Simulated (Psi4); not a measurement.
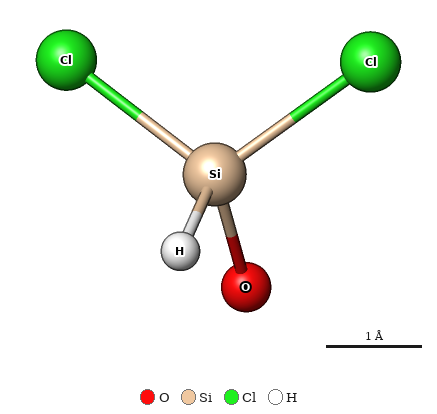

*The input geometry (ball-and-stick view, seen at a tilt).*

Bond lengths as drawn: Cl–Si 2.06 Å, H–Si 1.48 Å and O–Si 1.67 Å.

**Run report: SiHCl$_{2}$O, excited-state calculation**

- system: SiHCl$_{2}$O, multiplicity 2
- method: TDA (B3LYP)/pcseg-1, UKS (Psi4 1.11)

The geometry was optimised with B3LYP/pcseg-1.

### Input file (run.py)
```python
import psi4

psi4.set_memory(1600000000)
psi4.set_num_threads(1)
psi4.core.set_output_file('psi4.out', False)

mol = psi4.geometry("""
0 2
O      0.094300    -0.730272     1.541164
Si     0.090288    -0.041558     0.015735
Cl    -0.522026     1.921331     0.065665
Cl    -1.119813    -1.076446    -1.286194
H      1.517601    -0.152507    -0.369365
symmetry c1
""")

psi4.set_options(dict(basis='pcseg-1', reference='uks', save_jk=True))

from psi4.driver.procrouting.response.scf_response import tdscf_excitations
e_tot, wfn = psi4.energy("b3lyp", molecule=mol, return_wfn=True)
states = tdscf_excitations(wfn, states=6, tda=True)
for k, s in enumerate(states, 1):
    print(f"root {k}: {s['EXCITATION ENERGY'] * 27.211386:.4f} eV  f = {s['OSCILLATOR STRENGTH (LEN)']:.4f}  {s['SYMMETRY']}")
print(f'b3lyp energy: {e_tot:.10f} Eh')
for k, v in sorted(psi4.core.scalar_variables().items()):
    print(f'{k:45s} {v:18.10f}')
```

Run as:
```bash
python run.py
```

### The program's output
```
=> Loading Basis Set <=

    Name: PCSEG-1
    Role: ORBITAL
    Keyword: BASIS

         ---------------------------------------------------------
                                   SCF
                              UKS Reference
                        1 Threads,   1525 MiB Core
         ---------------------------------------------------------

  ==> Geometry <==

    Molecular point group: c1
    Full point group: C1

    Geometry (in Angstrom), charge = 0, multiplicity = 2:

       Center              X                  Y                   Z               Mass
    ------------   -----------------  -----------------  -----------------  -----------------
         O            0.545488953860    -0.874268117391     1.697465439130    15.994914619570
         SI           0.541476953860    -0.185554117391     0.172036439130    27.976926534650
         CL          -0.070837046140     1.777334882609     0.221966439130    34.968852682000
         CL          -0.668624046140    -1.220442117391    -1.129892560870    34.968852682000
         H            1.968789953860    -0.296503117391    -0.213063560870     1.007825032230

  Running in c1 symmetry.

  Rotational constants: A =      0.15828  B =      0.08198  C =      0.05782 [cm^-1]
  Rotational constants: A =   4745.19256  B =   2457.83551  C =   1733.48245 [MHz]
  Nuclear repulsion =  262.959868854987178

  Charge       = 0
  Multiplicity = 2
  Electrons    = 57
  Nalpha       = 29
  Nbeta        = 28

  ==> Algorithm <==

  SCF Algorithm Type is DF.
  DIIS enabled.
  MOM disabled.
  Fractional occupation disabled.
  Guess Type is SAD.
  Energy threshold   = 1.00e-06
  Density threshold  = 1.00e-06
  Integral threshold = 1.00e-12

  ==> Primary Basis <==

  Basis Set: PCSEG-1
    Blend: PCSEG-1
    Number of shells: 33
    Number of basis functions: 73
    Number of Cartesian functions: 77
    Spherical Harmonics?: true
    Max angular momentum: 2

  ==> DFT Potential <==

   => LibXC <=

    Version 7.1.2

   => Composite Functional: B3LYP <=

    B3LYP Hyb-GGA Exchange-Correlation Functional

    Deriv               =              1
    GGA                 =           TRUE
    Meta                =          FALSE

    Exchange Hybrid     =           TRUE
    MP2 Hybrid          =          FALSE

   => Exchange Functionals <=

    0.0800   Slater exchange
    0.7200         Becke 88

   => Exact (HF) Exchange <=

    0.2000               HF

   => Correlation Functionals <=

    0.1900   Vosko, Wilk & Nusair (VWN5_RPA)
    0.8100   Lee, Yang & Parr

   => LibXC Density Thresholds  <==

    XC_HYB_GGA_XC_B3LYP:  1.00E-15

   => Molecular Quadrature <=

    Radial Scheme          =       TREUTLER
    Pruning Scheme         =           NONE
    Nuclear Scheme         =       TREUTLER

    Blocking Scheme        =         OCTREE
    BS radius alpha        =              1
    Pruning alpha          =              1
    Radial Points          =             75
    Spherical Points       =            302
    Total Points           =         107770
    Total Blocks           =            891
    Max Points             =            256
    Max Functions          =             71
    Weights Tolerance      =       1.00E-15

   => Loading Basis Set <=

    Name: (PCSEG-1 AUX)
    Role: JKFIT
    Keyword: DF_BASIS_SCF

  ==> Integral Setup <==

  DFHelper Memory: AOs need 0.021 GiB; user supplied 0.942 GiB.
  SCF_SUBTYPE=INCORE selected. In-core MEM_DF algorithm will be used.
  Using in-core AOs.

  ==> MemDFJK: Density-Fitted J/K Matrices <==

    J tasked:                   Yes
    K tasked:                   Yes
    wK tasked:                   No
    Memory [MiB]:               964
    Algorithm:                 Core
    Schwarz Cutoff:           1E-12
    Mask sparsity (%):       2.6271
    Fitting Condition:        1E-10

   => Auxiliary Basis Set <=

  Basis Set: (PCSEG-1 AUX)
    Blend: DEF2-UNIVERSAL-JKFIT
    Number of shells: 145
    Number of basis functions: 479
    Number of Cartesian functions: 578
    Spherical Harmonics?: true
    Max angular momentum: 4

  Cached 100.0% of DFT collocation blocks in 0.176 [GiB].

  Minimum eigenvalue in the overlap matrix is 1.3294774831E-02.
  Reciprocal condition number of the overlap matrix is 3.3180426318E-03.
    Using symmetric orthogonalization.

  ==> Pre-Iterations <==

  SCF Guess: Superposition of Atomic Densities via on-the-fly atomic UHF (no occupation information).

   -------------------------
    Irrep   Nso     Nmo
   -------------------------
     A         73      73
   -------------------------
    Total      73      73
   -------------------------

  ==> Iterations <==

                           Total Energy        Delta E     RMS |[F,P]|

   @DF-UKS iter SAD: -1285.45065460392902   -1.28545e+03   0.00000e+00
   @DF-UKS iter   1: -1285.28428537678656    1.66369e-01   1.21816e-02 ADIIS/DIIS
   @DF-UKS iter   2: -1279.22638524008971    6.05790e+00   3.49852e-02 ADIIS/DIIS
   @DF-UKS iter   3: -1285.61140617743331   -6.38502e+00   7.69566e-03 ADIIS/DIIS
   @DF-UKS iter   4: -1285.72849438415187   -1.17088e-01   3.35489e-03 ADIIS/DIIS
   @DF-UKS iter   5: -1285.75081555836300   -2.23212e-02   1.72515e-03 ADIIS/DIIS
   @DF-UKS iter   6: -1285.75968333579704   -8.86778e-03   3.54913e-04 ADIIS/DIIS
   @DF-UKS iter   7: -1285.76008994214590   -4.06606e-04   8.93103e-05 DIIS
   @DF-UKS iter   8: -1285.76011721198597   -2.72698e-05   2.40124e-05 DIIS
   @DF-UKS iter   9: -1285.76012198194985   -4.76996e-06   9.51749e-06 DIIS
   @DF-UKS iter  10: -1285.76012354902582   -1.56708e-06   5.68732e-06 DIIS
   @DF-UKS iter  11: -1285.76012414127945   -5.92254e-07   2.80424e-06 DIIS
   @DF-UKS iter  12: -1285.76012434064364   -1.99364e-07   9.33339e-07 DIIS
  Energy and wave function converged.

  ==> Post-Iterations <==

   Electrons on quadrature grid:
      Nalpha   =   28.9999842213 ; deviation = -1.578e-05
      Nbeta    =   27.9999899319 ; deviation = -1.007e-05
      Ntotal   =   56.9999741532 ; deviation = -2.585e-05

   @Spin Contamination Metric:   3.081058260E-03
   @S^2 Expected:                7.500000000E-01
   @S^2 Observed:                7.530810583E-01
   @S   Expected:                5.000000000E-01
   @S   Observed:                5.000000000E-01

    Orbital Energies [Eh]
    ---------------------

    Alpha Occupied:

       1A   -101.532162     2A   -101.532158     3A    -66.233626
       4A    -19.216021     5A     -9.475286     6A     -9.475285
       7A     -7.241608     8A     -7.241607     9A     -7.234704
      10A     -7.234702    11A     -7.234458    12A     -7.234458
      13A     -5.396666    14A     -3.759848    15A     -3.759413
      16A     -3.757456    17A     -1.037349    18A     -0.870011
      19A     -0.847222    20A     -0.564314    21A     -0.480788
      22A     -0.450851    23A     -0.449709    24A     -0.413875
      25A     -0.387253    26A     -0.372700    27A     -0.357800
      28A     -0.357065    29A     -0.344648

    Alpha Virtual:

      30A     -0.020439    31A      0.009644    32A      0.016107
      33A      0.067964    34A      0.125195    35A      0.140624
      36A      0.148553    37A      0.212525    38A      0.295444
      39A      0.311670    40A      0.352872    41A      0.365121
      42A      0.378640    43A      0.422551    44A      0.438465
      45A      0.441880    46A      0.480618    47A      0.567026
      48A      0.649495    49A      0.656349    50A      0.663314
      51A      0.688160    52A      0.699774    53A      0.718673
      54A      0.720105    55A      0.736846    56A      0.758089
      57A      0.815734    58A      0.836502    59A      0.880941
      60A      0.904550    61A      0.910265    62A      0.960813
      63A      1.119778    64A      1.197952    65A      1.510402
      66A      1.859246    67A      1.876501    68A      2.110061
      69A      2.114703    70A      2.228679    71A      2.261501
      72A      2.421197    73A      2.747362

    Beta Occupied:

       1A   -101.532064     2A   -101.532060     3A    -66.233894
       4A    -19.191658     5A     -9.475200     6A     -9.475198
       7A     -7.241294     8A     -7.241293     9A     -7.234644
      10A     -7.234642    11A     -7.234421    12A     -7.234421
      13A     -5.396971    14A     -3.760133    15A     -3.759801
      16A     -3.757863    17A     -0.972371    18A     -0.867588
      19A     -0.846592    20A     -0.555672    21A     -0.447156
      22A     -0.444037    23A     -0.431192    24A     -0.373304
      25A     -0.372441    26A     -0.355027    27A     -0.354689
      28A     -0.339106

    Beta Virtual:

      29A     -0.225937    30A     -0.014815    31A      0.015314
      32A      0.017889    33A      0.079436    34A      0.126207
      35A      0.143529    36A      0.148173    37A      0.216379
      38A      0.295685    39A      0.312639    40A      0.358238
      41A      0.365848    42A      0.381767    43A      0.422688
      44A      0.438970    45A      0.447381    46A      0.488735
      47A      0.567149    48A      0.649647    49A      0.659130
      50A      0.666377    51A      0.690389    52A      0.699887
      53A      0.720271    54A      0.725401    55A      0.737778
      56A      0.761250    57A      0.818972    58A      0.847421
      59A      0.890582    60A      0.920326    61A      0.960706
      62A      0.975034    63A      1.121713    64A      1.198091
      65A      1.543209    66A      1.874770    67A      1.887454
      68A      2.180618    69A      2.183353    70A      2.273074
      71A      2.283157    72A      2.437262    73A      2.777533

    Final Occupation by Irrep:
              A
    DOCC [    28 ]
    SOCC [     1 ]
    NA   [    29 ]
    NB   [    28 ]

  @DF-UKS Final Energy: -1285.76012434064364

   => Energetics <=

    Nuclear Repulsion Energy =            262.9598688549871781
    One-Electron Energy =               -2299.4808596204829882
    Two-Electron Energy =                 820.4049078950231433
    DFT Exchange-Correlation Energy =     -69.6440414701710324
    Empirical Dispersion Energy =           0.0000000000000000
    VV10 Nonlocal Energy =                  0.0000000000000000
    Total Energy =                      -1285.7601243406436424

  UHF NO Occupations:
  HONO-2 :   27  A 1.9995186
  HONO-1 :   28  A 1.9994762
  HONO-0 :   29  A 1.0000000
  LUNO+0 :   30  A 0.0005238
  LUNO+1 :   31  A 0.0004814
  LUNO+2 :   32  A 0.0003269
  LUNO+3 :   33  A 0.0001971

Computation Completed

Properties will be evaluated at   0.000000,   0.000000,   0.000000 [a0]

Properties computed using the SCF density matrix

 Multipole Moments:

 ------------------------------------------------------------------------------------
     Multipole            Electronic (a.u.)      Nuclear  (a.u.)        Total (a.u.)
 ------------------------------------------------------------------------------------

 L = 1.  Multiply by 2.5417464519 to convert [e a0] to [Debye]
 Dipole X            :         -2.1178617            2.5370336            0.4191719
 Dipole Y            :          0.8583598           -0.7960069            0.0623530
 Dipole Z            :         -0.9669238            0.6433120           -0.3236118
 Magnitude           :                                                    0.5332144

 ------------------------------------------------------------------------------------

	total time  =          9 seconds =       0.15 minutes

******************************************************************************************
**********                               WARNING                                **********
**********       The names of excited state variables changed between 1.5       **********
**********     and 1.6. For a quick solution, remove the symmetry specifier     **********
**********   from the variable name. For full details, see 'Notes on Psivars'   **********
**********                        in the documentation.                         **********
******************************************************************************************

         ---------------------------------------------------------
                         TDSCF excitation energies
         ---------------------------------------------------------

  ==> Options <==

     Residual threshold  : 1.0000e-04
     Initial guess       : denominators
     Reference           : UHF
     Solver type         : TDA (Davidson)

  ==> Requested Excitations <==

      6 singlet states with A symmetry

  ==> Seeking the lowest 6 singlet states with A symmetry

                         Generalized Davidson Solver

  ==> Options <==

    Max number of iterations        = 60
    Eigenvector tolerance           = 1.0000e-04
    Max number of expansion vectors = 1200

  => Iterations <=
                           Max[D[value]]     Max[|R|]   # vectors
  DavidsonSolver iter   1:   1.31613e-01  6.07296e-02     24
  DavidsonSolver iter   2:   3.58705e-03  1.15629e-02     30
  DavidsonSolver iter   3:   1.17552e-04  1.96424e-03     36
  DavidsonSolver iter   4:   4.62905e-06  4.66967e-04     42
  DavidsonSolver iter   5:   2.21950e-07  7.13671e-05     45      Converged

******************************************************************************************
**********                               WARNING                                **********
**********  Length-gauge rotatory strengths are **NOT** gauge-origin invariant  **********
******************************************************************************************

                                    Excitation Energy         Total Energy        Oscillator Strength             Rotatory Strength
     #   Sym: GS->ES (Trans)        au              eV              au          au (length)    au (velocity)    au (length)    au (velocity)
    ---- -------------------- --------------- --------------- --------------- --------------- --------------- --------------- ---------------
     1        A->A (1 A)       0.01423         0.38732        -1285.74589      0.0001          0.0028          0.0000         -0.0000
     2        A->A (1 A)       0.06896         1.87639        -1285.69117      0.0003          0.0013         -0.0000          0.0000
     3        A->A (1 A)       0.08924         2.42843        -1285.67088      0.0010          0.0015         -0.0000         -0.0000
     4        A->A (1 A)       0.10031         2.72951        -1285.65982      0.0008          0.0003         -0.0000          0.0000
     5        A->A (1 A)       0.10352         2.81696        -1285.65660      0.0046          0.0021         -0.0000          0.0000
     6        A->A (1 A)       0.13004         3.53860        -1285.63008      0.0020          0.0000          0.0000         -0.0000

Contributing excitations
Only contributions with abs(coeff) > 1.00e-01 will be printed:

Excited State    1 (1 A):   0.01423 au   3201.05 nm f = 0.0001
Alpha orbitals:
  Sums of squares: Xssq =  1.082752e-03
Beta orbitals:
  Sums of squares: Xssq =  9.989172e-01
     21a (b) ->  29a (b)   -0.161811 ( 2.618%)
     24a (b) ->  29a (b)   -0.552068 (30.478%)
     27a (b) ->  29a (b)   -0.317400 (10.074%)
     28a (b) ->  29a (b)   -0.748457 (56.019%)

Excited State    2 (1 A):   0.06896 au   660.76 nm f = 0.0003
Alpha orbitals:
  Sums of squares: Xssq =  1.816107e-03
Beta orbitals:
  Sums of squares: Xssq =  9.981839e-01
     23a (b) ->  29a (b)   -0.497876 (24.788%)
     25a (b) ->  29a (b)   -0.422088 (17.816%)
     26a (b) ->  29a (b)   -0.740879 (54.890%)

Excited State    3 (1 A):   0.08924 au   510.55 nm f = 0.0010
Alpha orbitals:
  Sums of squares: Xssq =  4.657150e-04
Beta orbitals:
  Sums of squares: Xssq =  9.995343e-01
     24a (b) ->  29a (b)    0.326948 (10.690%)
     27a (b) ->  29a (b)    0.750026 (56.254%)
     28a (b) ->  29a (b)   -0.571795 (32.695%)

Excited State    4 (1 A):   0.10031 au   454.24 nm f = 0.0008
Alpha orbitals:
  Sums of squares: Xssq =  4.579548e-04
Beta orbitals:
  Sums of squares: Xssq =  9.995420e-01
     24a (b) ->  29a (b)   -0.749954 (56.243%)
     27a (b) ->  29a (b)    0.574947 (33.056%)
     28a (b) ->  29a (b)    0.321309 (10.324%)

Excited State    5 (1 A):   0.10352 au   440.14 nm f = 0.0046
Alpha orbitals:
  Sums of squares: Xssq =  2.398665e-03
Beta orbitals:
  Sums of squares: Xssq =  9.976013e-01
     23a (b) ->  29a (b)   -0.278302 ( 7.745%)
     25a (b) ->  29a (b)   -0.732085 (53.595%)
     26a (b) ->  29a (b)    0.615356 (37.866%)

Excited State    6 (1 A):   0.13004 au   350.38 nm f = 0.0020
Alpha orbitals:
  Sums of squares: Xssq =  1.206663e-03
Beta orbitals:
  Sums of squares: Xssq =  9.987933e-01
     22a (b) ->  29a (b)    0.152576 ( 2.328%)
     23a (b) ->  29a (b)    0.784194 (61.496%)
     25a (b) ->  29a (b)   -0.530464 (28.139%)
     26a (b) ->  29a (b)   -0.260865 ( 6.805%)

******************************************************************************************
**********                               WARNING                                **********
**********       The names of excited state variables changed between 1.5       **********
**********     and 1.6. For a quick solution, remove the symmetry specifier     **********
**********   from the variable name. For full details, see 'Notes on Psivars'   **********
**********                        in the documentation.                         **********
******************************************************************************************
```

### Standard output
```
Memory set to   1.490 GiB by Python driver.
  Threads set to 1 by Python driver.
root 1: 0.3873 eV  f = 0.0001  A
root 2: 1.8764 eV  f = 0.0003  A
root 3: 2.4284 eV  f = 0.0010  A
root 4: 2.7295 eV  f = 0.0008  A
root 5: 2.8170 eV  f = 0.0046  A
root 6: 3.5386 eV  f = 0.0020  A
b3lyp energy: -1285.7601243406 Eh
CURRENT ENERGY                                  -1285.7601243406
CURRENT REFERENCE ENERGY                        -1285.7601243406
DD SOLVATION ENERGY                                 0.0000000000
DFT FUNCTIONAL TOTAL ENERGY                     -1285.7601243406
DFT TOTAL ENERGY                                -1285.7601243406
DFT VV10 ENERGY                                     0.0000000000
DFT XC ENERGY                                     -69.6440414702
GRID ELECTRONS ALPHA                               28.9999842213
GRID ELECTRONS BETA                                27.9999899319
GRID ELECTRONS TOTAL                               56.9999741532
NUCLEAR REPULSION ENERGY                          262.9598688550
ONE-ELECTRON ENERGY                             -2299.4808596205
PCM POLARIZATION ENERGY                             0.0000000000
PE ENERGY                                           0.0000000000
SCF ITERATION ENERGY                            -1285.7601243406
SCF ITERATIONS                                     12.0000000000
SCF TOTAL ENERGY                                -1285.7601243406
TWO-ELECTRON ENERGY                               820.4049078950
XC GRID RADIAL POINTS                              75.0000000000
XC GRID SPHERICAL POINTS                          302.0000000000
XC GRID TOTAL POINTS                           107770.0000000000
```

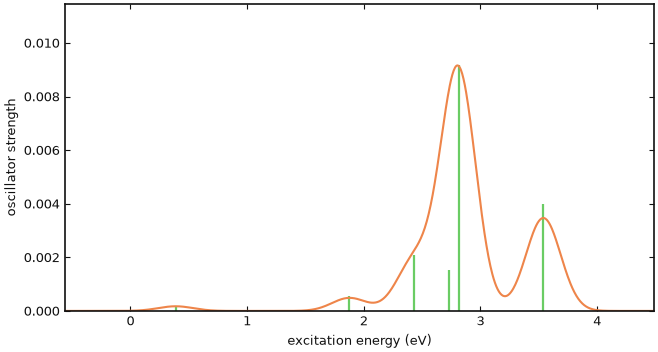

*Computed excitations as sticks (degenerate states added up, dark ones marked on the axis), with a Gaussian envelope of 0.35 eV full width at half maximum, scaled to the tallest.*

Of the 12 states the lowest lies at 0.39 eV (f = 0.000); the strongest line is at 2.82 eV, or 440 nm (f = 0.009, summed over 2 states that lie within 0.004 eV).

### Summary

```csv
quantity,value
outcome,converged
total energy,−1285.760124 hartree
basis functions,73
⟨S²⟩,0.753
dipole moment,1.36 D
lowest excitation,0.39 eV
hardware,"1 thread of AMD EPYC (Zen 3), 200 GiB of memory available, shared host"
wall time,36 s
peak memory,0.41 GiB
```
